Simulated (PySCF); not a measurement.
**Run report: C4H10NPSi2, NMR shielding calculation**

System: C4H10NPSi2, SMILES Cn1cpc([SiH3])c1[SiH3].
Method: GIAO PBE0/pcSseg-1 NMR shielding, non-relativistic, IEF-PCM dimethylsulfoxide (PySCF 2.14.0).

The geometry comes from this level: PBE0-D3(BJ)/def2-SVP. It belongs to a series of runs on one base structure; here: solvent dimethylsulfoxide. Figures and captions count atoms from 1; the log counts them from 0 in places.

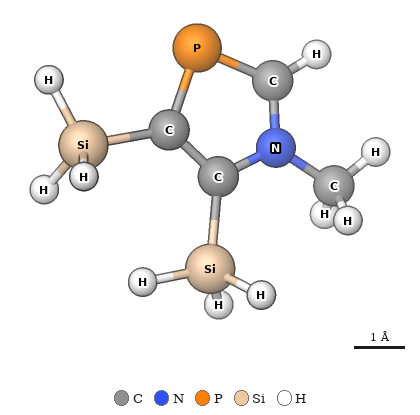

*The input geometry (ball-and-stick view, seen at a tilt).*

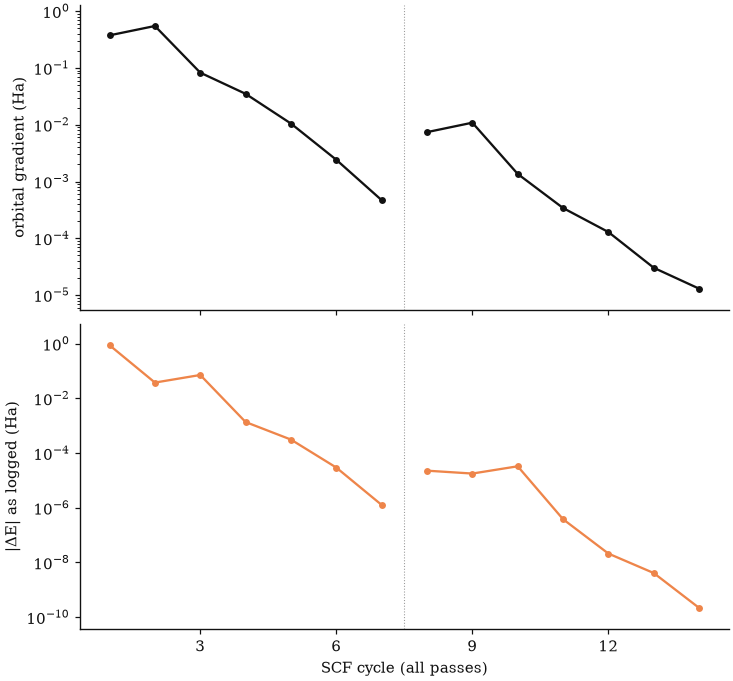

*Convergence of the self-consistent field: orbital gradient and size of the energy change against the SCF cycle. The dotted line marks the change from a coarse to the final integration grid.*

The first 7 cycles use a coarse grid, the final grid takes over at cycle 8, and the field converges after 14 cycles in all.

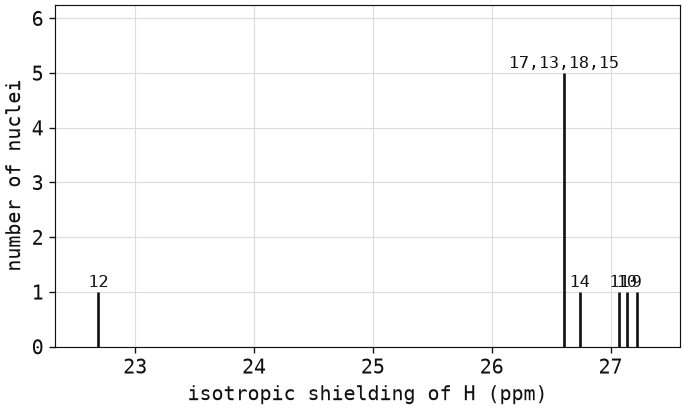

*Isotropic shieldings of the hydrogen nuclei in this fixed geometry, labelled by atom number; shielding grows to the right, so chemical shift grows to the left.*

The least shielded is H12 (22.7 ppm), the most shielded H9 (27.2 ppm).

These pictures come from the run below.

Input:
```
{"job": {"kind": "nmr", "xc": "PBE0", "basis": "pcSseg-1", "solvent": "dimethylsulfoxide", "pop": true}, "charge": 0, "multiplicity": 1}
C     -2.293193     0.421419     0.857041
N     -1.221524    -0.451572     0.422745
C     -1.354971    -1.798352     0.334978
P      0.053184    -2.595894    -0.259757
C      0.849120    -1.011006    -0.394518
Si     2.606347    -0.867221    -1.012741
C      0.007816     0.017834     0.018465
Si     0.433976     1.843569     0.036094
H     -2.690114     1.007958     0.013957
H     -1.936773     1.112851     1.634672
H     -3.105698    -0.182013     1.278559
H     -2.305377    -2.241113     0.637429
H      2.704085    -0.011171    -2.236488
H      3.082638    -2.241230    -1.353136
H      3.520562    -0.287001     0.020440
H     -0.466195     2.623162    -0.870215
H      1.844345     1.980692    -0.421446
H      0.296034     2.423267     1.409041
```

The first line tells a small driver script what to run in PySCF; the rest is the geometry in Å.

Launch command:
```bash
OMP_NUM_THREADS=1 python <driver script> task.json out
```

Output:
```
coarse grid: 16480 points
cycle   1  E = -1132.7544054287  dE =  8.819e-01  |g| = 3.750e-01  |ddm| = 4.052e+00
cycle   2  E = -1132.7164047986  dE =  3.800e-02  |g| = 5.476e-01  |ddm| = 8.837e-01
cycle   3  E = -1132.7884286727  dE = -7.202e-02  |g| = 8.259e-02  |ddm| = 5.255e-01
cycle   4  E = -1132.7897983007  dE = -1.370e-03  |g| = 3.501e-02  |ddm| = 1.044e-01
cycle   5  E = -1132.7901107263  dE = -3.124e-04  |g| = 1.049e-02  |ddm| = 4.796e-02
cycle   6  E = -1132.7901403164  dE = -2.959e-05  |g| = 2.416e-03  |ddm| = 1.398e-02
cycle   7  E = -1132.7901415892  dE = -1.273e-06  |g| = 4.700e-04  |ddm| = 2.564e-03
final grid: 145328 points
cycle   8  E = -1132.8356300962  dE = -2.278e-05  |g| = 7.410e-03  |ddm| = 2.539e-02
cycle   9  E = -1132.8356122126  dE =  1.788e-05  |g| = 1.087e-02  |ddm| = 1.935e-02
cycle  10  E = -1132.8356451720  dE = -3.296e-05  |g| = 1.362e-03  |ddm| = 1.263e-02
cycle  11  E = -1132.8356455546  dE = -3.826e-07  |g| = 3.420e-04  |ddm| = 1.164e-03
cycle  12  E = -1132.8356455758  dE = -2.116e-08  |g| = 1.291e-04  |ddm| = 3.408e-04
cycle  13  E = -1132.8356455799  dE = -4.110e-09  |g| = 3.031e-05  |ddm| = 1.364e-04
cycle  14  E = -1132.8356455801  dE = -2.181e-10  |g| = 1.301e-05  |ddm| = 4.901e-05
converged SCF energy = -1132.8356455801

GIAO shielding tensors (ppm)
atom      isotropic    diamagn.    paramagn.     s11        s22        s33       span
  0 C      143.672     246.129    -102.457    118.874    126.243    185.898     67.024
  1 N       33.631     334.956    -301.326    -83.603     30.319    154.177    237.780
  2 C       13.883     258.962    -245.079   -115.748     40.880    116.517    232.265
  3 P      174.872     969.564    -794.692     50.102     68.114    406.401    356.300
  4 C       37.034     268.082    -231.048    -76.859     25.752    162.208    239.066
  5 Si     425.974     880.239    -454.265    394.488    422.023    461.411     66.923
  6 C       39.081     258.750    -219.669    -41.448     29.764    128.928    170.377
  7 Si     435.458     882.645    -447.187    411.421    433.207    461.745     50.324
  8 H       27.220      29.158      -1.939     22.568     25.704     33.387     10.819
  9 H       27.136      29.646      -2.509     21.688     27.209     32.512     10.823
 10 H       27.074      28.308      -1.234     21.383     27.011     32.829     11.446
 11 H       22.690      30.788      -8.098     20.059     21.764     26.248      6.189
 12 H       26.600      28.884      -2.284     22.826     25.407     31.566      8.740
 13 H       26.740      28.322      -1.582     22.483     26.262     31.475      8.992
 14 H       26.615      28.853      -2.238     22.890     25.295     31.659      8.770
 15 H       26.652      29.878      -3.227     22.994     25.153     31.808      8.814
 16 H       26.555      30.544      -3.989     21.490     27.618     30.558      9.068
 17 H       26.614      29.873      -3.260     22.836     25.310     31.694      8.858
```

Key numbers:

| quantity | value |
| --- | --- |
| outcome | converged |
| total energy | −1132.835646 hartree |
| HOMO | −6.61 eV |
| LUMO | −0.50 eV |
| dipole moment | 5.81 D |
| isotropic shielding, C | 13.9 to 143.7 ppm |
| isotropic shielding, N | 33.6 ppm |
| isotropic shielding, P | 174.9 ppm |
| isotropic shielding, Si | 426.0 to 435.5 ppm |
| isotropic shielding, H | 22.7 to 27.2 ppm |
| hardware | 1 CPU thread, shared host |
| wall time | 68 s |
| peak memory | 1.2 GiB |
